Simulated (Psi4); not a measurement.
**Geometry relaxation, with input and output: CH4ClSi (part 1 of 2)**

The run: geometry relaxation of CH4ClSi, multiplicity 2, SMILES [CH2][SiH2]Cl. Method and program: MP2/6-31G, UHF (Psi4 1.11).

The atoms were displaced at random from an optimised geometry.

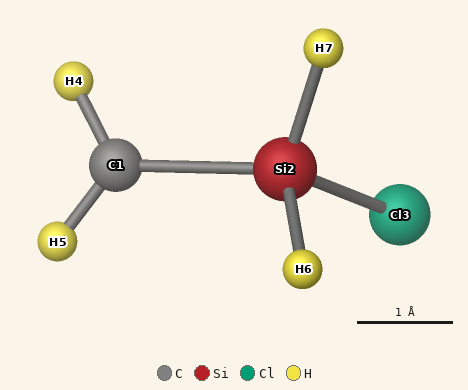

**Figure 1.** The starting structure (ball-and-stick view, seen at a tilt; atoms are numbered from 1 in the order of the input). Bond lengths as drawn: Cl–Si 2.02 Å, C–H 1.02 to 1.07 Å, C–Si 1.85 Å and H–Si 1.43 to 1.48 Å.

Input (run.py):
```python
import numpy as np
from ase.calculators.psi4 import Psi4
from ase.io import read
from ase.optimize import BFGSLineSearch

a = read('ch4clsi.xyz')
calc = Psi4(atoms=a, method='mp2', basis='6-31G', memory='1600MB', num_threads=1, charge=0, multiplicity=2, label='ch4clsi', reference='uhf')
calc.psi4.set_options({'freeze_core': True})
a.calc = calc

opt = BFGSLineSearch(a)
done = opt.run(fmax=0.01, steps=40)
print('converged:', done)
for s, p in zip(a.symbols, a.positions):
    print(f'{s:2s} {p[0]:12.6f} {p[1]:12.6f} {p[2]:12.6f}')
```

File ch4clsi.xyz:
```
7
CH4ClSi
C     -0.916624     0.152795    -0.584364
Si     0.698353     0.006511     0.302317
Cl     0.633827    -1.353608     1.792834
H     -1.159491    -0.483660    -1.405857
H     -1.733364     0.672570    -0.268963
H      1.011064     1.307169     0.931847
H      1.733587    -0.369662    -0.611359
```

Launch command:
```bash
python run.py
```

The program's output:
```
gradient() will perform analytic gradient computation.
    For method 'MP2', SCF Algorithm Type (re)set to DISK_DF.

   => Loading Basis Set <=

    Name: 6-31G
    Role: ORBITAL
    Keyword: BASIS

         ---------------------------------------------------------
                                   SCF
                              UHF Reference
                        1 Threads,   1525 MiB Core
         ---------------------------------------------------------

  ==> Geometry <==

    Molecular point group: c1
    Full point group: C1

    Geometry (in Angstrom), charge = 0, multiplicity = 2:

       Center              X                  Y                   Z               Mass
    ------------   -----------------  -----------------  -----------------  -----------------
         C           -1.341615789035     0.716222844704    -1.440711361417    12.000000000000
         SI           0.316935151030     0.649785038174    -0.557046166203    27.976926534650
         CL           0.255058335167    -0.868400578062     1.076381175228    34.968852682000
         H           -1.560011056246     0.079980788374    -2.295889138068     1.007825032230
         H           -2.163469338459     1.324985318786    -1.069551061801     1.007825032230
         H            0.637025905128     1.950046005431     0.113552355417     1.007825032230
         H            1.412970241789     0.210397909513    -1.477939842409     1.007825032230

  Running in c1 symmetry.

  Rotational constants: A =      0.53173  B =      0.11857  C =      0.10265 [cm^-1]
  Rotational constants: A =  15940.75996  B =   3554.71780  C =   3077.34009 [MHz]
  Nuclear repulsion =  131.427300302492881

  Charge       = 0
  Multiplicity = 2
  Electrons    = 41
  Nalpha       = 21
  Nbeta        = 20

  ==> Algorithm <==

  SCF Algorithm Type is DISK_DF.
  DIIS enabled.
  MOM disabled.
  Fractional occupation disabled.
  Guess Type is SAD.
  Energy threshold   = 1.00e-10
  Density threshold  = 1.00e-10
  Integral threshold = 1.00e-12

  ==> Primary Basis <==

  Basis Set: 6-31G
    Blend: 6-31G
    Number of shells: 27
    Number of basis functions: 43
    Number of Cartesian functions: 43
    Spherical Harmonics?: false
    Max angular momentum: 1

   => Loading Basis Set <=

    Name: (6-31G AUX)
    Role: JKFIT
    Keyword: DF_BASIS_SCF

  ==> Integral Setup <==

  ==> DiskDFJK: Density-Fitted J/K Matrices <==

    J tasked:                  Yes
    K tasked:                  Yes
    wK tasked:                  No
    Integrals threads:           1
    Memory [MiB]:             1144
    Algorithm:                Core
    Integral Cache:           SAVE
    Schwarz Cutoff:          1E-12
    Fitting Condition:       1E-10

   => Auxiliary Basis Set <=

  Basis Set: (6-31G AUX)
    Blend: CC-PVDZ-JKFIT
    Number of shells: 132
    Number of basis functions: 441
    Number of Cartesian functions: 441
    Spherical Harmonics?: false
    Max angular momentum: 3

  Minimum eigenvalue in the overlap matrix is 1.6125806692E-02.
  Reciprocal condition number of the overlap matrix is 3.9077794079E-03.
    Using symmetric orthogonalization.

  ==> Pre-Iterations <==

  SCF Guess: Superposition of Atomic Densities via on-the-fly atomic UHF (no occupation information).

   -------------------------
    Irrep   Nso     Nmo
   -------------------------
     A         43      43
   -------------------------
    Total      43      43
   -------------------------

  ==> Iterations <==

                           Total Energy        Delta E     RMS |[F,P]|

   @DF-UHF iter SAD:  -787.65617154693155   -7.87656e+02   0.00000e+00
   @DF-UHF iter   1:  -788.47579887898280   -8.19627e-01   4.75814e-03 DIIS/ADIIS
   @DF-UHF iter   2:  -788.51155529512414   -3.57564e-02   1.55472e-03 DIIS/ADIIS
   @DF-UHF iter   3:  -788.51550510983463   -3.94981e-03   5.20820e-04 DIIS/ADIIS
   @DF-UHF iter   4:  -788.51631557168946   -8.10462e-04   2.13256e-04 DIIS/ADIIS
   @DF-UHF iter   5:  -788.51651640890441   -2.00837e-04   8.34952e-05 DIIS
   @DF-UHF iter   6:  -788.51654946449207   -3.30556e-05   1.74775e-05 DIIS
   @DF-UHF iter   7:  -788.51655056283346   -1.09834e-06   6.45667e-06 DIIS
   @DF-UHF iter   8:  -788.51655071583627   -1.53003e-07   2.32637e-06 DIIS
   @DF-UHF iter   9:  -788.51655073443123   -1.85950e-08   6.54232e-07 DIIS
   @DF-UHF iter  10:  -788.51655073612244   -1.69121e-09   2.88609e-07 DIIS
   @DF-UHF iter  11:  -788.51655073656048   -4.38035e-10   1.20778e-07 DIIS
   @DF-UHF iter  12:  -788.51655073664949   -8.90168e-11   3.35490e-08 DIIS
   @DF-UHF iter  13:  -788.51655073665495   -5.45697e-12   8.77826e-09 DIIS
   @DF-UHF iter  14:  -788.51655073665529   -3.41061e-13   2.72874e-09 DIIS
   @DF-UHF iter  15:  -788.51655073665484    4.54747e-13   1.04103e-09 DIIS
   @DF-UHF iter  16:  -788.51655073665529   -4.54747e-13   4.27035e-10 DIIS
   @DF-UHF iter  17:  -788.51655073665495    3.41061e-13   2.14793e-10 DIIS
   @DF-UHF iter  18:  -788.51655073665574   -7.95808e-13   9.98543e-11 DIIS
  Energy and wave function converged.

  ==> Post-Iterations <==

   @Spin Contamination Metric:   1.259162591E-02
   @S^2 Expected:                7.500000000E-01
   @S^2 Observed:                7.625916259E-01
   @S   Expected:                5.000000000E-01
   @S   Observed:                5.000000000E-01

    Orbital Energies [Eh]
    ---------------------

    Alpha Occupied:

       1A   -104.793922     2A    -68.854590     3A    -11.274445
       4A    -10.533615     5A     -8.002817     6A     -7.998425
       7A     -7.998355     8A     -6.215483     9A     -4.320927
      10A     -4.320462    11A     -4.319185    12A     -1.070877
      13A     -0.978882    14A     -0.728650    15A     -0.619011
      16A     -0.530682    17A     -0.520994    18A     -0.506088
      19A     -0.441849    20A     -0.436980    21A     -0.410570

    Alpha Virtual:

      22A      0.111032    23A      0.149503    24A      0.203579
      25A      0.220391    26A      0.263417    27A      0.266435
      28A      0.317475    29A      0.380967    30A      0.385805
      31A      0.453595    32A      0.647921    33A      0.671849
      34A      0.681653    35A      0.791040    36A      0.799352
      37A      0.879822    38A      0.918555    39A      1.167949
      40A      1.182175    41A      1.201159    42A      1.214999
      43A      1.254994

    Beta Occupied:

       1A   -104.793205     2A    -68.855416     3A    -11.250559
       4A    -10.532868     5A     -8.000224     6A     -7.997901
       7A     -7.997819     8A     -6.216746     9A     -4.321932
      10A     -4.321465    11A     -4.321097    12A     -1.064668
      13A     -0.885381    14A     -0.722912    15A     -0.602320
      16A     -0.519708    17A     -0.510676    18A     -0.482369
      19A     -0.435324    20A     -0.434621

    Beta Virtual:

      21A      0.040378    22A      0.156487    23A      0.177976
      24A      0.202412    25A      0.233183    26A      0.269485
      27A      0.274353    28A      0.327241    29A      0.382526
      30A      0.388656    31A      0.464343    32A      0.654226
      33A      0.683241    34A      0.689033    35A      0.811928
      36A      0.880576    37A      0.913867    38A      0.932578
      39A      1.184990    40A      1.186160    41A      1.210777
      42A      1.236716    43A      1.255743

    Final Occupation by Irrep:
              A
    DOCC [    20 ]
    SOCC [     1 ]
    NA   [    21 ]
    NB   [    20 ]

  @DF-UHF Final Energy:  -788.51655073665574

   => Energetics <=

    Nuclear Repulsion Energy =            131.4273003024928812
    One-Electron Energy =               -1350.7436843635910009
    Two-Electron Energy =                 430.7998333244424316
    Total Energy =                       -788.5165507366557449

  UHF NO Occupations:
  HONO-2 :   19  A 1.9986604
  HONO-1 :   20  A 1.9968515
  HONO-0 :   21  A 1.0000000
  LUNO+0 :   22  A 0.0031485
  LUNO+1 :   23  A 0.0013396
  LUNO+2 :   24  A 0.0012076
  LUNO+3 :   25  A 0.0005857

Computation Completed

Properties will be evaluated at   0.000000,   0.000000,   0.000000 [a0]

Properties computed using the SCF density matrix

 Multipole Moments:

 ------------------------------------------------------------------------------------
     Multipole            Electronic (a.u.)      Nuclear  (a.u.)        Total (a.u.)
 ------------------------------------------------------------------------------------

 L = 1.  Multiply by 2.5417464519 to convert [e a0] to [Debye]
 Dipole X            :          1.5481835           -1.7954197           -0.2472362
 Dipole Y            :         -3.1875017            4.1515919            0.9640902
 Dipole Z            :          4.2524922           -5.4315684           -1.1790762
 Magnitude           :                                                    1.5429894

 ------------------------------------------------------------------------------------

	total time  =          1 seconds =       0.02 minutes
  Constructing Basis Sets for DFOCC...

   => Loading Basis Set <=

    Name: (6-31G AUX)
    Role: JKFIT
    Keyword: DF_BASIS_SCF

   => Loading Basis Set <=

    Name: (6-31G AUX)
    Role: RIFIT
    Keyword: DF_BASIS_CC

  Module DFOCC Options:
  ----------------------------------------------------------------------------
  ACTIVE                        => (empty)
  BASIS_RELATIVISTIC            => (empty)
  BENCH                         => (empty)
  CC_DIIS_MAX_VECS              => (empty)
  CC_DIIS_MIN_VECS              => (empty)
  CC_LAMBDA                     => (empty)
  CC_MAXITER                    => (empty)
  CC_TYPE                       => (empty)
  CHOLESKY                      => (empty)
  CHOLESKY_TOLERANCE            => (empty)
  CI_TYPE                       => (empty)
  COMPUT_S2                     => (empty)
  CUBEPROP_BASIS_FUNCTIONS      => (empty)
  CUBEPROP_FILEPATH             => (empty)
  CUBEPROP_ISOCONTOUR_THRESHOLD => (empty)
  CUBEPROP_ORBITALS             => (empty)
  CUBEPROP_TASKS                => (empty)
  CUBIC_BASIS_TOLERANCE         => (empty)
  CUBIC_BLOCK_MAX_POINTS        => (empty)
  CUBIC_GRID_OVERAGE            => (empty)
  CUBIC_GRID_SPACING            => (empty)
  CUTOFF                        => (empty)
  DDX                           => (empty)
  DEBUG                         => (empty)
  DERTYPE                       => FIRST           !
  DF_BASIS_CC                   => (empty)
  DIE_IF_NOT_CONVERGED          => (empty)
  DKH_ORDER                     => (empty)
  DOCC                          => (empty)
  DO_DIIS                       => (empty)
  DO_LEVEL_SHIFT                => (empty)
  DO_SCS                        => FALSE           !
  DO_SOS                        => FALSE           !
  E3_SCALE                      => (empty)
  EKT_IP                        => (empty)
  EXTERNAL_POTENTIAL_SYMMETRY   => (empty)
  E_CONVERGENCE                 => 1e-08           !
  FREEZE_CORE                   => 1               !
  FREEZE_CORE_POLICY            => (empty)
  FROZEN_DOCC                   => (empty)
  FROZEN_UOCC                   => (empty)
  HESS_TYPE                     => (empty)
  INTEGRAL_CUTOFF               => (empty)
  INTEGRAL_PACKAGE              => (empty)
  LEVEL_SHIFT                   => (empty)
  LINEQ_SOLVER                  => (empty)
  LITERAL_CFOUR                 => (empty)
  LS_THC_BASIS_TOLERANCE        => (empty)
  LS_THC_DF                     => (empty)
  LS_THC_PRUNING_SCHEME         => (empty)
  LS_THC_RADIAL_POINTS          => (empty)
  LS_THC_SPHERICAL_POINTS       => (empty)
  LS_THC_S_EPSILON              => (empty)
  LS_THC_WEIGHTS_TOLERANCE      => (empty)
  MAT_NUM_COLUMN_PRINT          => (empty)
  MAX_MOGRAD_CONVERGENCE        => (empty)
  MAX_RADIAL_MOMENT             => (empty)
  MBIS_D_CONVERGENCE            => (empty)
  MBIS_MAXITER                  => (empty)
  MBIS_PRUNING_SCHEME           => (empty)
  MBIS_RADIAL_POINTS            => (empty)
  MBIS_SPHERICAL_POINTS         => (empty)
  MOLDEN_WITH_VIRTUAL           => (empty)
  MOLDEN_WRITE                  => (empty)
  MO_DIIS_NUM_VECS              => (empty)
  MO_MAXITER                    => (empty)
  MO_STEP_MAX                   => (empty)
  MP2_AMP_TYPE                  => (empty)
  MP2_OS_SCALE                  => (empty)
  MP2_SOS_SCALE                 => (empty)
  MP2_SOS_SCALE2                => (empty)
  MP2_SS_SCALE                  => (empty)
  MP2_TYPE                      => (empty)
  MP_TYPE                       => (empty)
  NAT_ORBS                      => FALSE           !
  NUM_FROZEN_DOCC               => (empty)
  NUM_FROZEN_UOCC               => (empty)
  NUM_GPUS                      => (empty)
  OCC_ORBS_PRINT                => (empty)
  OEPROP                        => (empty)
  OO_SCALE                      => (empty)
  OPT_METHOD                    => (empty)
  ORBITAL_OPTIMIZER_PACKAGE     => (empty)
  ORB_OPT                       => FALSE           !
  ORB_RESP_SOLVER               => (empty)
  ORTH_TYPE                     => (empty)
  PARENT_SYMMETRY               => (empty)
  PCG_BETA_TYPE                 => (empty)
  PCG_CONVERGENCE               => (empty)
  PCG_MAXITER                   => (empty)
  PCM                           => (empty)
  PE                            => (empty)
  PPL_TYPE                      => (empty)
  PRINT                         => (empty)
  PRINT_NOONS                   => (empty)
  PROPERTIES                    => (empty)
  PROPERTIES_ORIGIN             => (empty)
  PUREAM                        => (empty)
  QCHF                          => (empty)
  QC_MODULE                     => (empty)
  RAS1                          => (empty)
  RAS2                          => (empty)
  RAS3                          => (empty)
  RAS4                          => (empty)
  READ_SCF_3INDEX               => (empty)
  REGULARIZATION                => (empty)
  REG_PARAM                     => (empty)
  RELATIVISTIC                  => (empty)
  REMP_A                        => (empty)
  RESTRICTED_DOCC               => (empty)
  RESTRICTED_UOCC               => (empty)
  RMS_MOGRAD_CONVERGENCE        => (empty)
  R_CONVERGENCE                 => (empty)
  SCF_TYPE                      => DISK_DF         !
  SCREENING                     => (empty)
  SCS_TYPE                      => (empty)
  SOCC                          => (empty)
  SOS_TYPE                      => (empty)
  TRIPLES_IABC_TYPE             => (empty)
  WFN                           => (empty)
  WFN_TYPE                      => DF-OMP2         !
  WRITER_FILE_LABEL             => (empty)
  ZORA_BASIS_TOLERANCE          => (empty)
  ZORA_NR_DEBUG                 => (empty)
  ZORA_PRUNING_SCHEME           => (empty)
  ZORA_RADIAL_POINTS            => (empty)
  ZORA_SPHERICAL_POINTS         => (empty)

	Warning: cc_lambda option is changed to TRUE
	For this residual convergence, default PCG convergence is:     1.00e-07
	For this energy convergence, default residual convergence is:     3.16e-07

 ==============================================================================
 ==============================================================================
 ==============================================================================

                       DF-MP2

 ==============================================================================
 ==============================================================================
 ==============================================================================

	MO spaces...

	 FC   AOCC   BOCC  AVIR   BVIR   FV
	------------------------------------------
	 11    10     9    22     23     0
	Reading DF integrals from disk ...
	Number of basis functions in the DF-HF basis: 441
	Number of basis functions in the DF-CC basis: 264

	Minimum required memory for amplitudes:      1.11 MB
```
